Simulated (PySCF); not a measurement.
# [La(P5)2]+: how tightly the ligands are held

Aim: take one ligand of each kind off [La(P5)2]+, with both parts rigid, and scan its distance from the metal. The structure is generated, not taken from experiment.

Computed with PySCF 2.14.0. Level: PBE, La lcecp-1-SVP with ECP46, P def2-SVP; scalar-relativistic core potentials, no spin–orbit coupling.

3 further runs of the same task are left out: 1 for a known fault of the program, 2 that didn't finish.

## Step 1: Where the work starts

11 atoms, charge 1, spin multiplicity 1.

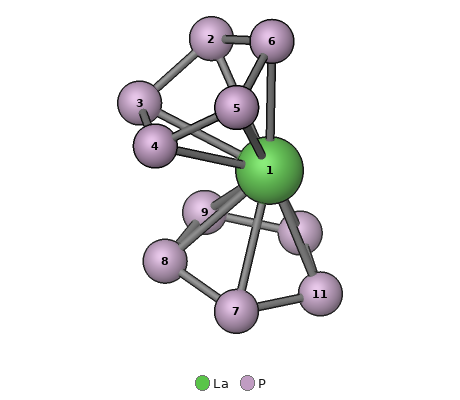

The structure; lanthanum green, phosphorus pink; atoms are numbered from 1 in the order of the file.

Geometry (Å):

```
La    0.8509   -0.0038    0.0000
P    -0.1774    1.8299    2.3928
P    -1.7920    0.5703    1.7445
P    -1.1690   -1.4831    1.9867
P     0.8262   -1.4778    2.7914
P     1.4511    0.5670    3.0367
P    -0.1785   -1.8283   -2.3992
P    -1.7923   -0.5699   -1.7464
P    -1.1680    1.4840   -1.9815
P     0.8270    1.4801   -2.7862
P     1.4508   -0.5644   -3.0389
```

Formal oxidation states: La +3. The 4f shell is empty and lies in the core potential. An earlier session relaxed this geometry at PBE, La lcecp-1-SVP with ECP46, P def2-SVP (singlet, point group C2).

## Step 2: P5 taken off

The ligand (atoms 2, 3, 4, 5, 6) keeps its formal charge and a closed shell where it can; ligand and rest are solved at the complex's geometry, in vacuum, with the settings of the relaxation.

```
   part  charge    state   energy (Eh)
complex       1  singlet  -3442.526847
 ligand      -1  singlet  -1705.595978
   rest       2  singlet  -1736.520026
```

Wall time 3.1 s (4 threads of Arm Neoverse V2, shared host).

## Step 3: Rigid scan of P5

Atoms 2, 3, 4, 5, 6 move together along the line from atom 1; the distance is to the donor, the donors' midpoint or the ring centre. Each point starts from the density of the one before.

```
distance (Å)  energy from the relaxed point (eV)
        2.30                               0.445
        2.40                               0.183
        2.50                               0.042
        2.60                               0.000
        2.70                               0.036
        2.80                               0.134
        3.00                               0.453
        3.30                               1.089
        3.70                               1.964
```

It took 3.3 min on 4 threads of Arm Neoverse V2, shared host.

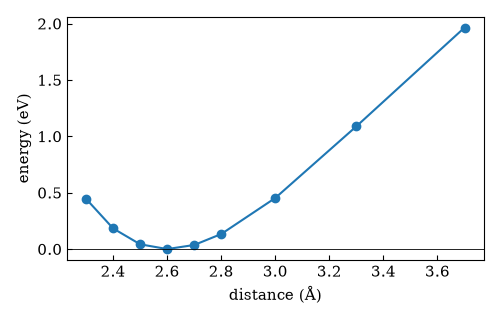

Energy along the rigid scan of P5.

## Step 4: Results

| quantity | value |
| --- | --- |
| taking off P5 | 11.18 eV |
| stiffness of the P5 contact | 7.8 eV/Å² |

Taking off P5 as a fragment of charge -1 costs 11.18 eV, much of it the attraction of the two charges. Near 2.60 Å the P5 contact has a stiffness of about 7.8 eV/Å², and the energy stands 1.96 eV higher at 3.70 Å. The free anion is solved without diffuse functions, no counterpoise correction is made, and the parts aren't relaxed; each of these makes the binding look larger. These are double-zeta-type bases without diffuse functions. Spin–orbit coupling is left out. The core potential fixes the 4f count, so no charge can pass from the ligands into that shell.
